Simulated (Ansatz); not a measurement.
**SiPH2+ (triplet): correlated methods under varied settings**

Aim: run SiPH2+ (triplet) at one geometry under a spread of methods and options, and see what each costs and gives.

Computed with Ansatz 0.2.0, Gaussian basis. Level: the settings change from run to run.

24 further runs of the same task are left out: 8 that didn't finish, 16 set aside as unsound or not needed.

## 1. What is computed

The geometry is a PBE0/def2-TZVP stationary point (not a proven minimum) of the parent state, kept for this charge and spin.

4 atoms, charge 1, spin multiplicity 3.

Atoms are counted from 1 here; the program's logs count them from 0.

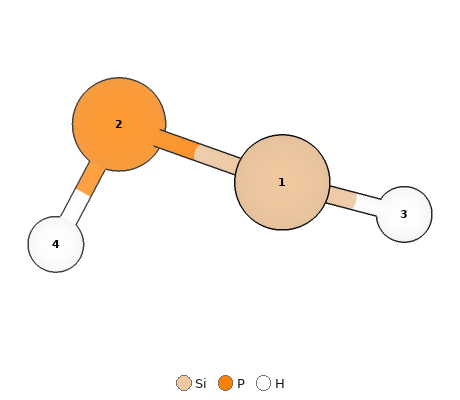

The geometry (silicon light orange, phosphorus orange, hydrogen white); atoms are numbered from 1 in the order of the file.

## 2. CISD/6-31G*

File in.yaml:

```yaml
crystal:
  periodic: [false, false, false]
  atoms:
    - {symbol: Si, position_ang: [-0.059994, -0.083342, 1.179230]}
    - {symbol: P, position_ang: [0.000332, 0.090462, -1.088224]}
    - {symbol: H, position_ang: [0.995175, 0.691262, 1.910267]}
    - {symbol: H, position_ang: [0.666308, -1.148881, -1.327757]}
basis:
  gaussian: {orbitals: "6-31G*"}
total_charge: 1
magnetization: {spin_polarized: false, initial_magnetization: 2}
correlation: {active_space: {ras: {orbitals: [4, 2, 26], electrons: 10, max_holes: 2, max_particles: 2}, fixed_orbitals: true}}
accuracy: high
scf: {lower_state_search: full}
```

Run with:

```sh
$ ansatz run in.yaml --threads 1 --pin off --events-out ev --progress --plain --max-ram 2393MiB
```

What it wrote:

```text
Functional definition: HF
  name "HF"
  cite "Fock, Z. Phys. 61, 126 (1930) doi:10.1007/BF01340294"
  parent pbe
  exchange = exact_x
  correlation = 0
793 factors; integrals over basis functions are off by at most 4.1e-9 eV
mean field evaluation 1: about -17153.7573 eV, gradient 1.2e1 eV
mean field evaluation 2: about -17153.7863 eV, gradient 1.2e1 eV
mean field evaluation 4: about -17154.8396 eV, gradient 2.0e0 eV
mean field evaluation 8: about -17154.9045 eV, gradient 2.8e-1 eV
mean field evaluation 16: about -17154.9077 eV, gradient 2.9e-8 eV
mean field evaluation 32: about -17148.9743 eV, gradient 6.5e0 eV
mean field evaluation 64: about -17154.9067 eV, gradient 1.8e-1 eV
mean field evaluation 96: about -17154.8464 eV, gradient 1.0e0 eV
mean field evaluation 128: about -17148.4486 eV, gradient 1.6e1 eV
mean field -17154.90770327 eV, -630.4312300810 hartree, gradient 2.9e-8 eV, S^2 2.000000; 10 other end points of the search recorded, 0 dependent functions left out
reference -17154.90770327 eV, -630.4312300810 hartree; 16, 14 occupied and 26, 28 virtual orbitals, 793 factors
state -17159.36098853 eV, -630.5948852957 hartree
Total energy: -17159.36098853 eV, -630.5948852957 hartree
```

Run time: 2.4 s. Hardware: 1 thread of Arm Neoverse V1, shared host.

From the report: 97,536 determinants.

## 3. CASSCF(4,3)/def2-mTZVP

File in.yaml:

```yaml
crystal:
  periodic: [false, false, false]
  atoms:
    - {symbol: Si, position_ang: [-0.059994, -0.083342, 1.179230]}
    - {symbol: P, position_ang: [0.000332, 0.090462, -1.088224]}
    - {symbol: H, position_ang: [0.995175, 0.691262, 1.910267]}
    - {symbol: H, position_ang: [0.666308, -1.148881, -1.327757]}
basis:
  gaussian: {orbitals: def2-mTZVP}
total_charge: 1
magnetization: {spin_polarized: false, initial_magnetization: 2}
correlation: {active_space: {window: {electrons: 4, orbitals: 3}}}
```

Launched as before.

What it wrote:

```text
Functional definition: HF
  name "HF"
  cite "Fock, Z. Phys. 61, 126 (1930) doi:10.1007/BF01340294"
  parent pbe
  exchange = exact_x
  correlation = 0
428 factors; integrals over basis functions are off by at most 9.8e-4 eV
mean field evaluation 1: about -17154.6664 eV, gradient 1.3e1 eV
mean field evaluation 2: about -17154.6690 eV, gradient 1.3e1 eV
mean field evaluation 4: about -17155.7938 eV, gradient 2.1e0 eV
mean field evaluation 8: about -17155.8636 eV, gradient 1.4e-2 eV
mean field evaluation 16: about -17155.8564 eV, gradient 6.4e-1 eV
mean field evaluation 32: about -17155.0630 eV, gradient 2.1e0 eV
mean field -17155.86358273 eV, -630.4663580035 hartree, gradient 2.1e-6 eV, S^2 2.000000; 5 other end points of the search recorded, 0 dependent functions left out
reference -17155.86358273 eV, -630.4663580035 hartree; 16, 14 occupied and 34, 36 virtual orbitals, 428 factors
state -17155.86358273 eV, -630.4663580035 hartree
Total energy: -17155.86358273 eV, -630.4663580035 hartree
```

Run time: 1.4 s. Hardware: 1 thread of Arm Neoverse V1, shared host.

From the report: 9 determinants; active occupations 2.00, 1.00, 1.00. With so small a space the active step adds no correlation: the energy is the mean field's.

## 4. NEVPT4(SD)(4,3)/6-31G

in.yaml: that of step 3 with these lines changed.

```diff
@@ -8,5 +8,5 @@
 basis:
-  gaussian: {orbitals: def2-mTZVP}
+  gaussian: {orbitals: 6-31G}
 total_charge: 1
 magnetization: {spin_polarized: false, initial_magnetization: 2}
-correlation: {active_space: {window: {electrons: 4, orbitals: 3}}}
+correlation: {method: fic_nevpt4_sd, electrons: valence, active_space: {window: {electrons: 4, orbitals: 3}}}
```

Same command.

What it wrote, cut to the lines that bear on the results:

```text
Functional definition: HF
  name "HF"
  cite "Fock, Z. Phys. 61, 126 (1930) doi:10.1007/BF01340294"
  parent pbe
[...]
344 factors; integrals over basis functions are off by at most 2.4e-4 eV
[...]
mean field -17153.25473925 eV, -630.3704847740 hartree, gradient 5.7e-6 eV, S^2 2.000000; 5 other end points of the search recorded, 0 dependent functions left out
reference -17153.25473925 eV, -630.3704847740 hartree; 16, 14 occupied and 14, 16 virtual orbitals, 344 factors
state -17153.25473925 eV, -630.3704847740 hartree
state -17153.25473925 eV, -630.3704847740 hartree; corrected -17155.98389407 eV, -630.4707793634 hartree
WARN: 1 active orbitals are nearly empty or full. The corrections depend on them more than the energy does, and are more stable in an active space without them
Total energy: -17155.98389407 eV, -630.4707793634 hartree
```

Wall time 0.9 s (1 thread of Arm Neoverse V1, shared host).

From the report: 9 determinants; active occupations 2.00, 1.00, 1.00. The report marks this result as in doubt.

## 5. CCSD(T) on UHF/cc-pVDZ

File in.yaml:

```yaml
crystal:
  periodic: [false, false, false]
  atoms:
    - {symbol: Si, position_ang: [-0.059994, -0.083342, 1.179230]}
    - {symbol: P, position_ang: [0.000332, 0.090462, -1.088224]}
    - {symbol: H, position_ang: [0.995175, 0.691262, 1.910267]}
    - {symbol: H, position_ang: [0.666308, -1.148881, -1.327757]}
basis:
  gaussian: {orbitals: cc-pVDZ, point_charges: [{charge: -1.00, position_ang: [4.818, 0.956, -0.380]}]}
total_charge: 1
magnetization: {spin_polarized: true, initial_magnetization: 2}
hamiltonian: {pseudopotentials: {relativity: none}}
correlation: {method: ccsd_t, electrons: outside_noble_gas, diis_vectors: 12}
accuracy: high
```

Launched as before.

What it wrote, cut to the lines that bear on the results:

```text
Functional definition: HF
  name "HF"
  cite "Fock, Z. Phys. 61, 126 (1930) doi:10.1007/BF01340294"
  parent pbe
[...]
977 factors; integrals over basis functions are off by at most 3.1e-9 eV
[...]
mean field -17159.07004267 eV, -630.5841932326 hartree, gradient 8.2e-8 eV, S^2 2.047428; 4 other end points of the search recorded, 0 dependent functions left out
10 core orbitals not correlated: weight in the atoms' cores, before any rotation towards them, 1.000 or more for the frozen orbitals, at most 0.000 for the correlated occupied ones
reference -17159.07004267 eV, -630.5841932326 hartree; 6, 4 occupied and 30, 32 virtual orbitals, 977 factors
second order -4.17445056 eV of doubles, -0.00000000 eV of singles
cycle   1  -4.89367118 eV  change   -7.2e-1 eV  update   7.9e-2
[...]
cycle  32  -5.24494812 eV  change   3.0e-11 eV  update  8.0e-10
perturbative correction -0.17495646 eV, -0.0064295311 hartree
Total energy: -17164.48994724 eV, -630.7833710519 hartree
```

It took 7 s on 1 thread of Arm Neoverse V1, shared host.

From the report: ⟨S²⟩ of the determinant 2.047 (pure triplet: 2.00); correlation -5.4199 eV; T1 0.026; largest double amplitude 0.04.

## 6. MP2 on ROHF/cc-pVDZ

File in.yaml:

```yaml
crystal:
  periodic: [false, false, false]
  atoms:
    - {symbol: Si, position_ang: [-0.059994, -0.083342, 1.179230]}
    - {symbol: P, position_ang: [0.000332, 0.090462, -1.088224]}
    - {symbol: H, position_ang: [0.995175, 0.691262, 1.910267]}
    - {symbol: H, position_ang: [0.666308, -1.148881, -1.327757]}
basis:
  gaussian: {orbitals: cc-pVDZ}
total_charge: 1
magnetization: {spin_polarized: false, initial_magnetization: 2}
correlation: {method: mp2, electrons: all}
output: {forces: true}
```

Same command.

What it wrote, cut to the lines that bear on the results:

```text
Functional definition: HF
  name "HF"
  cite "Fock, Z. Phys. 61, 126 (1930) doi:10.1007/BF01340294"
  parent pbe
[...]
466 factors; integrals over basis functions are off by at most 1.0e-3 eV
[...]
mean field -17156.01904057 eV, -630.4720709737 hartree, gradient 2.8e-6 eV, S^2 2.000000; 4 other end points of the search recorded, 0 dependent functions left out
[...]
reference -17156.01904057 eV, -630.4720709737 hartree; 16, 14 occupied and 30, 32 virtual orbitals, 466 factors
second order -4.63397717 eV of doubles, -0.10987884 eV of singles
[...]
Total energy: -17160.76289658 eV, -630.6464044666 hartree
Atom 0 at    -0.059994    -0.083342     1.179230 Å, force     0.169212    -0.287370     0.087045 eV/Å
Atom 1 at     0.000332     0.090462    -1.088224 Å, force    -0.040750     0.360625    -0.364880 eV/Å
Atom 2 at     0.995175     0.691262     1.910267 Å, force    -0.070396     0.096427     0.020457 eV/Å
Atom 3 at     0.666308    -1.148881    -1.327757 Å, force    -0.058066    -0.169682     0.257378 eV/Å
Dipole moment:     0.044675    -0.147482     0.481638 e Å
```

Run time: 1.4 s. Hardware: 1 thread of Arm Neoverse V1, shared host.

## 7. CCSD/cc-pVDZ

in.yaml: that of step 6 with these lines changed.

```diff
@@ -10,4 +10,4 @@
 total_charge: 1
-magnetization: {spin_polarized: false, initial_magnetization: 2}
-correlation: {method: mp2, electrons: all}
-output: {forces: true}
+magnetization: {spin_polarized: true, initial_magnetization: 2}
+hamiltonian: {xc: {name: r2SCAN}}
+correlation: {method: ccsd, electrons: outside_noble_gas, diis_vectors: 1}
```

The command is unchanged.

What it wrote, cut to the lines that bear on the results:

```text
Functional definition: r2SCAN
  name "r2SCAN"
  cite "Furness, Kaplan, Ning, Perdew & Sun, J. Phys. Chem. Lett. 11, 8208 (2020) doi:10.1021/acs.jpclett.0c02405"
  cite "Furness, Kaplan, Ning, Perdew & Sun, J. Phys. Chem. Lett. 11, 9248 (2020) doi:10.1021/acs.jpclett.0c03077"
  parent r2scan
[...]
466 factors; integrals over basis functions are off by at most 1.0e-3 eV
[...]
mean field -17186.11109171 eV, -631.5779334558 hartree, gradient 7.0e-6 eV, S^2 2.017248; 3 other end points of the search recorded, 0 dependent functions left out
10 core orbitals not correlated: weight in the atoms' cores, before any rotation towards them, 1.000 or more for the frozen orbitals, at most 0.000 for the correlated occupied ones
reference -17155.81724601 eV, -630.4646551602 hartree; 6, 4 occupied and 30, 32 virtual orbitals, 466 factors
second order -4.53927784 eV of doubles, -0.22315310 eV of singles
cycle   1  -5.28593361 eV  change   -5.3e-1 eV  update   7.3e-2
[...]
cycle  29  -5.56434279 eV  change    5.6e-6 eV  update   1.2e-5
Total energy: -17161.38158880 eV, -630.6691409861 hartree
```

Wall time 6 s (1 thread of Arm Neoverse V1, shared host).

From the report: ⟨S²⟩ of the determinant 2.017 (pure triplet: 2.00); correlation -5.5643 eV; T1 0.021; largest double amplitude 0.04. The orbitals are Kohn-Sham ones, so correlation energy and T1 don't compare with those on Hartree-Fock orbitals.

## 8. BCCD(T) on ROHF/cc-pVDZ

in.yaml: that of step 7 with these lines changed.

```diff
@@ -10,4 +10,4 @@
 total_charge: 1
-magnetization: {spin_polarized: true, initial_magnetization: 2}
-hamiltonian: {xc: {name: r2SCAN}}
-correlation: {method: ccsd, electrons: outside_noble_gas, diis_vectors: 1}
+magnetization: {spin_polarized: false, initial_magnetization: 2}
+correlation: {method: bccd_t, electrons: valence}
+accuracy: high
```

Same command.

What it wrote, cut to the lines that bear on the results:

```text
Functional definition: HF
  name "HF"
  cite "Fock, Z. Phys. 61, 126 (1930) doi:10.1007/BF01340294"
  parent pbe
[...]
977 factors; integrals over basis functions are off by at most 3.1e-9 eV
[...]
mean field -17156.01907947 eV, -630.4720724030 hartree, gradient 5.7e-8 eV, S^2 2.000000; 7 other end points of the search recorded, 0 dependent functions left out
determinant -17156.01907947 eV, -630.4720724030 hartree, with singles and doubles -17161.45408639 eV, -630.6718052235 hartree
determinant -17154.40732996 eV, -630.4128417009 hartree, with singles and doubles -17160.03844987 eV, -630.6197815409 hartree
determinant -17154.39409814 eV, -630.4123554408 hartree, with singles and doubles -17160.24828440 eV, -630.6274928178 hartree
determinant -17153.64739404 eV, -630.3849145710 hartree, with singles and doubles -17159.42659681 eV, -630.5972963558 hartree
10 core orbitals not correlated: weight in the atoms' cores, before any rotation towards them, 1.000 or more for the frozen orbitals, at most 0.000 for the correlated occupied ones
reference -17156.01907947 eV, -630.4720724030 hartree; 6, 4 occupied and 30, 32 virtual orbitals, 977 factors
second order -4.27658918 eV of doubles, -0.10933651 eV of singles
cycle   1  -5.43922820 eV  change   -4.2e-3 eV  update   1.4e-2
[...]
cycle  35  -5.43657520 eV  change  -3.7e-11 eV  update  6.9e-10
perturbative correction -0.18631629 eV, -0.0068469973 hartree
Total energy: -17161.64197095 eV, -630.6787098538 hartree
```

Wall time 7 s (1 thread of Arm Neoverse V1, shared host).

From the report: correlation -5.6229 eV; largest double amplitude 0.04.

## 9. BCCD on ROHF/6-31++G**

in.yaml: that of step 8 with these lines changed.

```diff
@@ -8,6 +8,7 @@
 basis:
-  gaussian: {orbitals: cc-pVDZ}
+  gaussian: {orbitals: "6-31++G**", fitting: {mean_field: def2-universal-jkfit}}
 total_charge: 1
 magnetization: {spin_polarized: false, initial_magnetization: 2}
-correlation: {method: bccd_t, electrons: valence}
-accuracy: high
+correlation: {method: bccd, electrons: outside_noble_gas}
+scf: {omitted_lower_state_checks: [cluster_reference]}
+output: {forces: true}
```

The command is unchanged.

What it wrote, cut to the lines that bear on the results:

```text
Functional definition: HF
  name "HF"
  cite "Fock, Z. Phys. 61, 126 (1930) doi:10.1007/BF01340294"
  parent pbe
[...]
292 factors; integrals over basis functions are off by at most 3.5e-1 eV
[...]
mean field -17155.05508000 eV, -630.4366460762 hartree, gradient 1.6e-6 eV, S^2 2.000000; 4 other end points of the search recorded, 0 dependent functions left out
10 core orbitals not correlated: weight in the atoms' cores, before any rotation towards them, 1.000 or more for the frozen orbitals, at most 0.000 for the correlated occupied ones
reference -17155.05508000 eV, -630.4366460762 hartree; 6, 4 occupied and 42, 44 virtual orbitals, 292 factors
second order -4.03379181 eV of doubles, -0.10359191 eV of singles
cycle   1  -4.83171312 eV  change   -6.9e-1 eV  update   7.8e-2
[...]
cycle  21  -5.13725933 eV  change    1.9e-7 eV  update   6.2e-7
[...]
Total energy: -17160.19233933 eV, -630.6254368742 hartree
Atom 0 at    -0.059994    -0.083342     1.179230 Å, force     0.207911    -0.219148     0.394432 eV/Å
Atom 1 at     0.000332     0.090462    -1.088224 Å, force     0.170000     0.101162    -0.471402 eV/Å
Atom 2 at     0.995175     0.691262     1.910267 Å, force    -0.180489     0.025252    -0.151867 eV/Å
Atom 3 at     0.666308    -1.148881    -1.327757 Å, force    -0.197421     0.092734     0.228837 eV/Å
Dipole moment:     0.033897    -0.137379     0.454983 e Å
Checks for a lower state left out: cluster_reference
```

Run time: 5.5 s. Hardware: 1 thread of Arm Neoverse V1, shared host.

From the report: correlation -5.1373 eV; largest double amplitude 0.04.

## 10. CCSD(T) on UHF/def2-SVPD

File in.yaml:

```yaml
crystal:
  periodic: [false, false, false]
  atoms:
    - {symbol: Si, position_ang: [-0.059994, -0.083342, 1.179230]}
    - {symbol: P, position_ang: [0.000332, 0.090462, -1.088224]}
    - {symbol: H, position_ang: [0.995175, 0.691262, 1.910267]}
    - {symbol: H, position_ang: [0.666308, -1.148881, -1.327757]}
basis:
  gaussian: {orbitals: def2-SVPD}
total_charge: 1
magnetization: {spin_polarized: true, initial_magnetization: 2}
correlation: {method: ccsd_t, electrons: outside_noble_gas}
output: {forces: true}
```

The command is unchanged.

What it wrote, cut to the lines that bear on the results:

```text
Functional definition: HF
  name "HF"
  cite "Fock, Z. Phys. 61, 126 (1930) doi:10.1007/BF01340294"
  parent pbe
[...]
605 factors; integrals over basis functions are off by at most 1.2e-3 eV
[...]
mean field -17150.86289445 eV, -630.2825860988 hartree, gradient 1.8e-6 eV, S^2 2.042947; 3 other end points of the search recorded, 0 dependent functions left out
10 core orbitals not correlated: weight in the atoms' cores, before any rotation towards them, 1.000 or more for the frozen orbitals, at most 0.000 for the correlated occupied ones
reference -17150.86289445 eV, -630.2825860988 hartree; 6, 4 occupied and 48, 50 virtual orbitals, 605 factors
second order -4.33688028 eV of doubles, -0.00000000 eV of singles
cycle   1  -5.05896206 eV  change   -7.2e-1 eV  update   7.9e-2
[...]
cycle  21  -5.41297481 eV  change   -1.2e-7 eV  update   4.6e-7
perturbative correction -0.20012643 eV, -0.0073545105 hartree
[...]
Total energy: -17156.47599569 eV, -630.4888637647 hartree
Atom 0 at    -0.059994    -0.083342     1.179230 Å, force     0.069594    -0.347407     0.312616 eV/Å
Atom 1 at     0.000332     0.090462    -1.088224 Å, force    -0.001522     0.420078    -0.476540 eV/Å
Atom 2 at     0.995175     0.691262     1.910267 Å, force    -0.027737     0.147984    -0.018291 eV/Å
Atom 3 at     0.666308    -1.148881    -1.327757 Å, force    -0.040335    -0.220655     0.182214 eV/Å
Dipole moment:     0.025737    -0.105757     0.403560 e Å
```

Run time: 13 s. Hardware: 1 thread of Arm Neoverse V1, shared host; peak memory 0.26 GiB.

From the report: ⟨S²⟩ of the determinant 2.043 (pure triplet: 2.00); correlation -5.6131 eV; T1 0.027; largest double amplitude 0.04.

## 11. The runs in one table

Where basis and cores are those of an earlier UCCSDT(Q)/cc-pVDZ run (-17161.6963 eV), and the state is the same kind, the miss against it is given. † marks a result that the program doubts.

| level | correlated | functions | energy (eV) | from UCCSDT(Q) (meV) | time |
| --- | --- | --- | --- | --- | --- |
| CISD/6-31G* | outside noble gas | 42 | -17159.3610 |  | 2.4 s |
| CASSCF(4,3)/def2-mTZVP |  | 50 | -17155.8636 |  | 1.4 s |
| NEVPT4(SD)(4,3)/6-31G † | valence | 30 | -17155.9839 |  | 0.9 s |
| CCSD(T) on UHF/cc-pVDZ (beside a point charge) | outside noble gas | 46 | -17164.4899 |  | 7 s |
| MP2 on ROHF/cc-pVDZ | all | 46 | -17160.7629 |  | 1.4 s |
| CCSD/cc-pVDZ (on r2SCAN orbitals) | outside noble gas | 46 | -17161.3816 | 314.7 | 6 s |
| BCCD(T) on ROHF/cc-pVDZ | valence | 46 | -17161.6420 | 54.3 | 7 s |
| BCCD on ROHF/6-31++G** | outside noble gas | 58 | -17160.1923 |  | 5.5 s |
| CCSD(T) on UHF/def2-SVPD | outside noble gas | 64 | -17156.4760 |  | 13 s |

## 12. Outcome

| quantity | value |
| --- | --- |
| runs | 9 |
| quickest | NEVPT4(SD)(4,3)/6-31G †, 0.9 s |
| slowest | CCSD(T) on UHF/def2-SVPD, 13 s |

What this shows: Total energies in different bases, with other cores or another treatment of relativity can't be set against each other. CCSD(T) on UHF/def2-SVPD took 14 times as long as NEVPT4(SD)(4,3)/6-31G †; the jobs differ in more than the method. Among the correlated runs with a miss given, it spans +54 to +315 meV. Cores frozen from Kohn-Sham orbitals shift the total energy.
